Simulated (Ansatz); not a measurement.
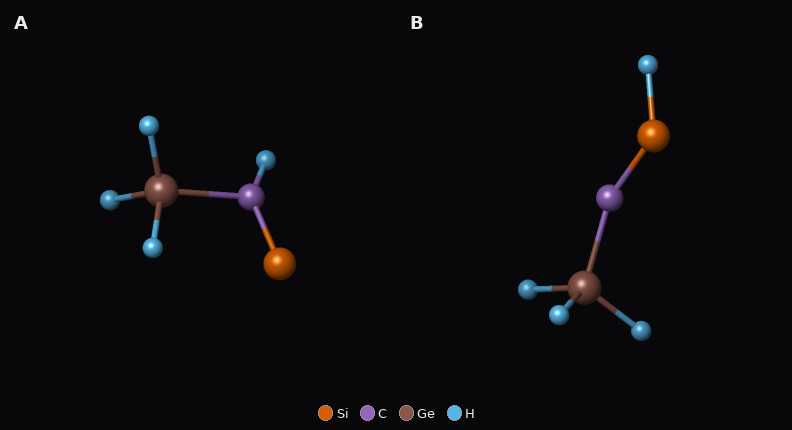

2 stationary structures of one formula. Geometries: PBE-D4/def2-SVP. Electronic energies: PBE-D4/def2-SVP (Ansatz 0.2.0), without zero-point energy. No frequency run is at hand to confirm each as a minimum. Each is one conformer, not always the lowest.

> Rank them by energy, lowest first.

A is lowest (Cs); B lies 1.637 eV above it.
